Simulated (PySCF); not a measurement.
# CH6O3Si: NMR shifts, electronic excitations and K edges in gas and solvents, part 2 of 2

PySCF 2.14.0. Atoms count from 0. The steps go on from the part before.

## 8. TDDFT and polarisability: B3LYP/def2-SVPD

Job settings and geometry (Å):

```
{"job": {"kind": "uv", "xc": "B3LYP", "basis": "def2-SVPD", "dynamic": true, "nstates": 6, "ntriplets": 0}, "charge": 0, "multiplicity": 1}
C      1.299558    -0.342503    -0.694917
Si    -0.230534    -0.054944     0.297938
O     -1.523832    -0.752722    -0.478643
O     -0.525612     1.571474     0.492039
O     -0.085656    -0.712373     1.817044
H      1.122105    -0.108426    -1.755506
H      2.121845     0.293519    -0.334584
H      1.617197    -1.393493    -0.623651
H     -2.117423    -1.247198     0.093768
H     -1.330476     1.885942     0.070865
H     -0.260856    -0.092310     2.530889
```

Level: TDDFT B3LYP/def2-SVPD, vertical, gas phase, core orbitals frozen in the response.

The log of the run:

```text
coarse grid: 9688 points
cycle   1  E = -556.4351640557  dE =  5.671e-01  |g| = 1.191e+00  |ddm| = 4.206e+00
cycle   2  E = -556.0136749720  dE =  4.215e-01  |g| = 1.895e+00  |ddm| = 3.115e+00
cycle   3  E = -556.7007945675  dE = -6.871e-01  |g| = 1.091e-01  |ddm| = 1.965e+00
cycle   4  E = -556.7029372850  dE = -2.143e-03  |g| = 5.289e-02  |ddm| = 1.904e-01
cycle   5  E = -556.7036593384  dE = -7.221e-04  |g| = 5.400e-03  |ddm| = 5.574e-02
cycle   6  E = -556.7036653785  dE = -6.040e-06  |g| = 1.757e-03  |ddm| = 1.070e-02
final grid: 88992 points
cycle   7  E = -556.7975733888  dE = -2.598e-05  |g| = 4.781e-03  |ddm| = 5.126e-02
cycle   8  E = -556.7975683706  dE =  5.018e-06  |g| = 6.947e-03  |ddm| = 1.261e-02
cycle   9  E = -556.7975787172  dE = -1.035e-05  |g| = 8.501e-04  |ddm| = 6.919e-03
cycle  10  E = -556.7975788664  dE = -1.492e-07  |g| = 1.362e-04  |ddm| = 1.023e-03
cycle  11  E = -556.7975788698  dE = -3.319e-09  |g| = 6.270e-05  |ddm| = 2.185e-04
cycle  12  E = -556.7975788707  dE = -9.159e-10  |g| = 1.259e-05  |ddm| = 9.117e-05
converged SCF energy = -556.7975788707

Static polarisability (au): isotropic 49.394, principal 47.494 47.723 52.965

Singlet excitations
state   eV       nm        f      main configurations
  1   7.1650    173.0   0.09267   H->L 0.98
  2   7.5531    164.2   0.03273   H-1->L 0.96
  3   7.6805    161.4   0.03594   H-2->L 0.95
  4   8.3659    148.2   0.02614   H->L+1 0.88
  5   8.3906    147.8   0.02605   H->L+2 0.87
  6   8.6452    143.4   0.00092   H->L+3 0.32, H-1->L+1 0.24, H-1->L+2 0.18
```

Wall time 22 s (1 thread, shared host).

Frontier orbitals and where they lie:

| orbital | eV | atoms |
| --- | --- | --- |
| HOMO−3 | -10.25 | O2 26 %, C0 21 %, O4 17 % |
| HOMO−2 | -9.10 | O4 40 %, O2 38 %, O3 9 % |
| HOMO−1 | -8.98 | O3 50 %, O2 21 %, O4 15 % |
| HOMO | -8.49 | C0 21 %, O4 20 %, O3 20 % |
| LUMO | -0.42 | Si1 33 %, O3 13 %, O2 12 % |
| LUMO+1 | 0.81 | O3 26 %, O4 25 %, H10 17 % |
| LUMO+2 | 0.83 | O2 30 %, H8 20 %, O3 15 % |

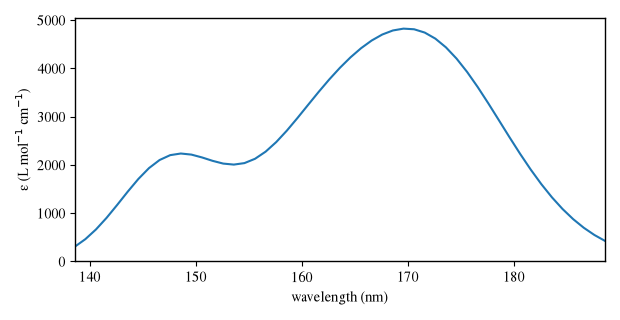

Absorption spectrum: each of the 6 states is a Gaussian band of 0.4 eV half-width at 1/e. Beyond the last state computed it falls off for lack of states.

Further results of this job:

| property | computed |
| --- | --- |
| dipole moment (D) | 1.16 |
| polarisability (Å³) | 7.32 |
| HOMO–LUMO gap (eV) | 8.07 |
| −ε(HOMO) (eV) | 8.49 |
| C6 with itself (au) | 1096 |

## 9. TDDFT and polarisability: B3LYP/def2-SVPD in acetonitrile

Settings changed since step 8:

```diff
@@ -1,2 +1,2 @@
-{"job": {"kind": "uv", "xc": "B3LYP", "basis": "def2-SVPD", "dynamic": true, "nstates": 6, "ntriplets": 0}, "charge": 0, "multiplicity": 1}
+{"job": {"kind": "uv", "xc": "B3LYP", "basis": "def2-SVPD", "solvent": "acetonitrile", "nstates": 6, "ntriplets": 0}, "charge": 0, "multiplicity": 1}
 C      1.299558    -0.342503    -0.694917
```

Level: TDDFT B3LYP/def2-SVPD, vertical, IEF-PCM acetonitrile (non-equilibrium linear response), core orbitals frozen in the response.

The log of the run:

```text
coarse grid: 9688 points
cycle   1  E = -556.4586185870  dE =  5.440e-01  |g| = 1.176e+00  |ddm| = 4.206e+00
cycle   2  E = -556.0667064330  dE =  3.919e-01  |g| = 1.846e+00  |ddm| = 2.998e+00
cycle   3  E = -556.7146062264  dE = -6.479e-01  |g| = 1.097e-01  |ddm| = 1.857e+00
cycle   4  E = -556.7168482415  dE = -2.242e-03  |g| = 5.003e-02  |ddm| = 1.885e-01
cycle   5  E = -556.7174933653  dE = -6.451e-04  |g| = 4.507e-03  |ddm| = 5.410e-02
cycle   6  E = -556.7174975535  dE = -4.188e-06  |g| = 1.072e-03  |ddm| = 9.783e-03
final grid: 88992 points
cycle   7  E = -556.8113186444  dE = -2.716e-05  |g| = 3.890e-03  |ddm| = 5.085e-02
cycle   8  E = -556.8113165550  dE =  2.089e-06  |g| = 4.992e-03  |ddm| = 1.052e-02
cycle   9  E = -556.8113225234  dE = -5.968e-06  |g| = 6.019e-04  |ddm| = 5.523e-03
cycle  10  E = -556.8113225910  dE = -6.762e-08  |g| = 1.559e-04  |ddm| = 8.010e-04
cycle  11  E = -556.8113225952  dE = -4.142e-09  |g| = 5.773e-05  |ddm| = 2.138e-04
cycle  12  E = -556.8113225959  dE = -7.481e-10  |g| = 1.236e-05  |ddm| = 9.159e-05
converged SCF energy = -556.8113225959

Static polarisability (au): isotropic 62.661, principal 61.058 61.249 65.677

Singlet excitations
state   eV       nm        f      main configurations
  1   7.3201    169.4   0.11344   H->L 0.99
  2   7.7530    159.9   0.04277   H-1->L 0.96
  3   7.8885    157.2   0.04878   H-2->L 0.96
  4   8.6002    144.2   0.03704   H->L+1 0.91
  5   8.6281    143.7   0.03395   H->L+2 0.91
  6   8.7949    141.0   0.00636   H->L+3 0.68, H-3->L 0.17
```

Run time: 20 s. Hardware: 1 thread, shared host.

This run: HOMO -8.43 eV, LUMO -0.20 eV; lowest singlet 7.32 eV.

## 10. Ultraviolet spectrum: B3LYP/def2-SVPD in chloroform

Settings changed since step 9:

```diff
@@ -1,2 +1,2 @@
-{"job": {"kind": "uv", "xc": "B3LYP", "basis": "def2-SVPD", "solvent": "acetonitrile", "nstates": 6, "ntriplets": 0}, "charge": 0, "multiplicity": 1}
+{"job": {"kind": "uv", "xc": "B3LYP", "basis": "def2-SVPD", "solvent": "chloroform", "nstates": 6, "ntriplets": 0}, "charge": 0, "multiplicity": 1}
 C      1.299558    -0.342503    -0.694917
```

Level: TDDFT B3LYP/def2-SVPD, vertical, IEF-PCM chloroform (non-equilibrium linear response), core orbitals frozen in the response.

The log of the run:

```text
coarse grid: 9688 points
cycle   1  E = -556.4525160261  dE =  5.500e-01  |g| = 1.180e+00  |ddm| = 4.206e+00
cycle   2  E = -556.0548045136  dE =  3.977e-01  |g| = 1.857e+00  |ddm| = 3.022e+00
cycle   3  E = -556.7108061238  dE = -6.560e-01  |g| = 1.095e-01  |ddm| = 1.879e+00
cycle   4  E = -556.7130280444  dE = -2.222e-03  |g| = 5.054e-02  |ddm| = 1.883e-01
cycle   5  E = -556.7136866358  dE = -6.586e-04  |g| = 4.721e-03  |ddm| = 5.426e-02
cycle   6  E = -556.7136912582  dE = -4.622e-06  |g| = 1.172e-03  |ddm| = 9.900e-03
final grid: 88992 points
cycle   7  E = -556.8075367282  dE = -2.698e-05  |g| = 4.025e-03  |ddm| = 5.092e-02
cycle   8  E = -556.8075342611  dE =  2.467e-06  |g| = 5.289e-03  |ddm| = 1.085e-02
cycle   9  E = -556.8075408140  dE = -6.553e-06  |g| = 6.583e-04  |ddm| = 5.735e-03
cycle  10  E = -556.8075408963  dE = -8.228e-08  |g| = 1.521e-04  |ddm| = 8.376e-04
cycle  11  E = -556.8075409003  dE = -3.987e-09  |g| = 5.915e-05  |ddm| = 2.156e-04
cycle  12  E = -556.8075409011  dE = -7.951e-10  |g| = 1.251e-05  |ddm| = 9.156e-05
converged SCF energy = -556.8075409011

Static polarisability (au): isotropic 58.550, principal 56.740 56.952 61.958

Singlet excitations
state   eV       nm        f      main configurations
  1   7.2702    170.5   0.11771   H->L 0.99
  2   7.6959    161.1   0.04344   H-1->L 0.96
  3   7.8278    158.4   0.04900   H-2->L 0.95
  4   8.5393    145.2   0.03827   H->L+1 0.90
  5   8.5687    144.7   0.03592   H->L+2 0.90
  6   8.7588    141.6   0.00655   H->L+3 0.63, H-3->L 0.18, H-1->L+2 0.10
```

It took 18 s on 1 thread, shared host.

This run: HOMO -8.44 eV, LUMO -0.25 eV; lowest singlet 7.27 eV.

## 11. K-edge absorption: BHandHLYP/def2-SVPD+aug-pcX-1+pcseg-1

Settings changed since step 10:

```diff
@@ -1,2 +1,2 @@
-{"job": {"kind": "uv", "xc": "B3LYP", "basis": "def2-SVPD", "solvent": "chloroform", "nstates": 6, "ntriplets": 0}, "charge": 0, "multiplicity": 1}
+{"job": {"kind": "xas", "xc": "BHandHLYP", "basis": {"default": "aug-pcX-1", "H": "pcseg-1", "Si": "def2-SVPD"}}, "charge": 0, "multiplicity": 1}
 C      1.299558    -0.342503    -0.694917
```

Method: core-valence-separated TDA BHandHLYP/aug-pcX-1 H:pcseg-1 Si:def2-SVPD, K edges, non-relativistic, gas phase.

The log of the run:

```text
coarse grid: 9688 points
cycle   1  E = -556.5522270105  dE =  4.749e-01  |g| = 1.017e+00  |ddm| = 3.557e+00
cycle   2  E = -556.5188252932  dE =  3.340e-02  |g| = 1.140e+00  |ddm| = 1.582e+00
cycle   3  E = -556.7321857008  dE = -2.134e-01  |g| = 5.107e-02  |ddm| = 8.467e-01
cycle   4  E = -556.7326290287  dE = -4.433e-04  |g| = 2.261e-02  |ddm| = 7.190e-02
cycle   5  E = -556.7327494729  dE = -1.204e-04  |g| = 4.294e-03  |ddm| = 2.196e-02
cycle   6  E = -556.7327538553  dE = -4.382e-06  |g| = 5.450e-04  |ddm| = 5.715e-03
final grid: 88992 points
cycle   7  E = -556.7869143128  dE = -6.452e-05  |g| = 2.696e-03  |ddm| = 1.951e-02
cycle   8  E = -556.7869147127  dE = -3.999e-07  |g| = 1.877e-03  |ddm| = 3.543e-03
cycle   9  E = -556.7869154288  dE = -7.161e-07  |g| = 4.126e-04  |ddm| = 1.781e-03
cycle  10  E = -556.7869154553  dE = -2.657e-08  |g| = 1.785e-04  |ddm| = 3.780e-04
cycle  11  E = -556.7869154611  dE = -5.718e-09  |g| = 2.000e-05  |ddm| = 1.429e-04
cycle  12  E = -556.7869154612  dE = -1.266e-10  |g| = 8.358e-06  |ddm| = 3.357e-05
converged SCF energy = -556.7869154612

C K edge
   eV          f      from atoms
  285.063   0.00115   C0
  285.993   0.03389   C0
  286.005   0.03380   C0
  286.089   0.01503   C0
  286.731   0.00034   C0
  286.796   0.00039   C0
  287.451   0.00390   C0
  287.908   0.00295   C0

O K edge
   eV          f      from atoms
  531.983   0.01639   O3
  531.986   0.01669   O2
  532.029   0.01618   O4
  533.814   0.01429   O3
  533.851   0.01459   O4
  533.868   0.01515   O2
  534.254   0.01712   O4
  534.276   0.01608   O2
  534.311   0.01795   O3
  534.460   0.01011   O3
  534.529   0.00981   O2
  534.536   0.00999   O4
  535.441   0.00350   O2
  535.469   0.00171   O4
  535.472   0.00179   O3
  535.528   0.01367   O4
```

It took 16 s on 1 thread, shared host.

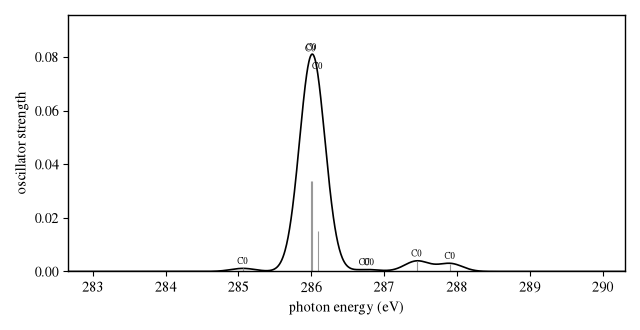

The C K edge. Lines are broadened to a width of 0.40 eV (Gaussian).

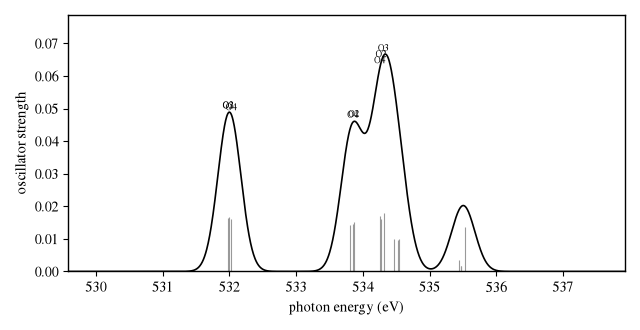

The O K edge. Lines are broadened to a width of 0.40 eV (Gaussian).

## 12. Run by run: NMR shifts

Shifts (ppm), means over like atoms, with basis size and wall time:

| run | C0 | H8 | H5 | Si1 | O2 | functions | time |
| --- | --- | --- | --- | --- | --- | --- | --- |
| PBE0/pcSseg-1 in acetonitrile | -3.9 | 2.42 | 0.18 | -20.2 | 67.5 | 122 | 15 s |
| PBE0/pcSseg-1 in chloroform | -3.9 | 2.20 | 0.18 | -20.0 | 66.4 | 122 | 11 s |
| PBE0/pcSseg-1 in methanol | -3.9 | 2.41 | 0.18 | -20.2 | 67.5 | 122 | 11 s |
| WP04/pcSseg-1 in chloroform | -3.3 | 2.21 | 0.25 | -38.2 | 51.2 | 122 | 11 s |
| wB97X-D/pcSseg-1 in chloroform | -3.5 | 2.23 | 0.19 | -19.7 | 62.5 | 122 | 14 s |
| measured | – | – | – | -38.4 | – | – | – |

Measured: solution, alcohol/water; C. Corminboeuf, T. Heine, J. Weber, Chem. Phys. Lett. 357 (2002) 1.

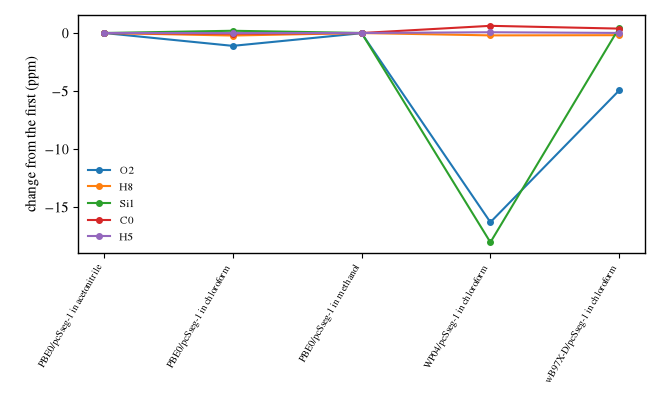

How the tabulated atoms move from run to run.

## 13. Run by run: electronic excitations

Excitations and ground-state properties, with basis size and wall time:

| run | lowest singlet (eV) | brightest (eV) | f | gap (eV) | α (Å³) | μ (D) | functions | time |
| --- | --- | --- | --- | --- | --- | --- | --- | --- |
| B3LYP/def2-SVPD | 7.17 | 7.17 | 0.093 | 8.07 | 7.32 | 1.16 | 161 | 22 s |
| B3LYP/def2-SVPD in acetonitrile | 7.32 | 7.32 | 0.113 | 8.23 | 9.29 | 1.53 | 161 | 20 s |
| B3LYP/def2-SVPD in chloroform | 7.27 | 7.27 | 0.118 | 8.19 | 8.68 | 1.41 | 161 | 18 s |

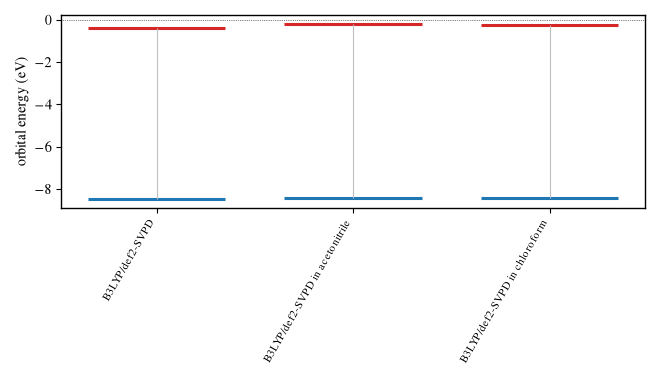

HOMO (blue) and LUMO (red) run by run.

The continuum's effect on the ground state:

| solvent | ε | polarisation energy (Eh) | μ (D) |
| --- | --- | --- | --- |
| chloroform | 4.71 | -0.0106 | 1.41 |
| acetonitrile | 35.69 | -0.0151 | 1.53 |

## 14. Outcome

What follows sums up all 2 parts.

| quantity | value |
| --- | --- |
| point group | C1 |
| rotational constants (main isotopes) | 3.88, 3.58, 3.54 GHz |
| 13C shifts against TMS (PBE0/pcSseg-1, acetonitrile) | -3.9 ppm |
| 1H shifts against TMS (PBE0/pcSseg-1, acetonitrile, means over atoms taken as alike) | 2.42, 0.18 ppm |
| 29Si shifts against TMS (PBE0/pcSseg-1, acetonitrile) | -20.2 ppm |
| 17O shifts against H2O (PBE0/pcSseg-1, acetonitrile, means over atoms taken as alike) | 67.5 ppm |
| measured, and computed on the same scale | Si1 δ -38.4, -20.2 ppm |
| lowest singlet (B3LYP/def2-SVPD) | 7.17 eV (173 nm), f = 0.093 |
| C K edge | first line 285.06 eV, strongest 285.99 eV (f = 0.034) |
| O K edge | first line 531.98 eV, strongest 534.31 eV (f = 0.018) |
| range of the shift of O2 (PBE0/pcSseg-1 runs) | 66.4 to 67.5 ppm |
| range of the lowest singlet | 7.17 to 7.32 eV |

**Reading.** The optimisation took 18 steps and gained 0.153 eV; among the close pairs (by a distance rule), C0–Si1 changed most, from 1.900 to 1.847 Å. No frequency check was run at this level, so the end point may be a saddle. At PBE0/pcSseg-1: The largest span, 75 ppm, is at O2, O3, O4, where the paramagnetic term is -116 ppm. The one measured 29Si shift is missed by +18.3 ppm (computed less measured, unscaled). Vibration and temperature are missing from the calculation, and it holds one conformer, so part of the miss against the measured shifts is not the functional's. The lowest singlet, at 7.17 eV, is HOMO→LUMO 0.98 and is bright. At the C edge the strongest single line lifts a 1s electron of C0 into several orbitals, led by LUMO+4 (weight 0.33), 0.9 eV above the first line. Absolute edge energies from this method are off by several eV; spacings are better. At one level, PBE0/pcSseg-1: Across the 3 runs the shift of O2 (with its like atoms) moves most, between 66.4 (PBE0/pcSseg-1 in chloroform) and 67.5 ppm (PBE0/pcSseg-1 in acetonitrile). The lowest singlet runs from 7.17 eV (B3LYP/def2-SVPD) to 7.32 eV (B3LYP/def2-SVPD in acetonitrile), while the orbital gap spans 8.07 to 8.23 eV. The lowest state need not be the same one in every run. The continuum holds electrostatics alone: no hydrogen bonds to the solvent, and the gas-phase geometry is kept.
